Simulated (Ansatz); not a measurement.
All values below come from PBE (plane waves to 420 eV, PAW; Ansatz, a first-principles code).

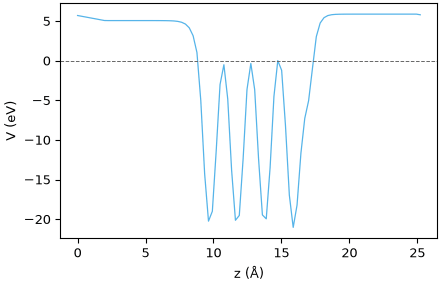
Figure. Electrostatic potential energy of an electron, averaged over planes parallel to the surface, in eV from the Fermi level, for C on the 1x1 (111) surface of fcc Ni, ferromagnetic, one in a 2x1 cell, started at the site 'hollow Ni-Ni-Ni over Ni at depth 4.0 Å'

Set-up: 9 atoms, 6.0 Å thick at the start under the adsorbate (thin: gaps and levels are the slab's own); mesh 7x14x1; 0.1 eV smearing; dipole correction on; 4 atoms held, the rest relaxed; start symmetry kept, larger cells not searched; spin-polarised, no spin-orbit, no U, no dispersion correction. At the end it is bonded to 3 Ni. In PBE it is, or lies within 0.03 eV of, the lowest of the starts that converged.

The vacuum level lies 5.88 eV above the Fermi level over the top face and 5.06 eV above it under the bottom face.
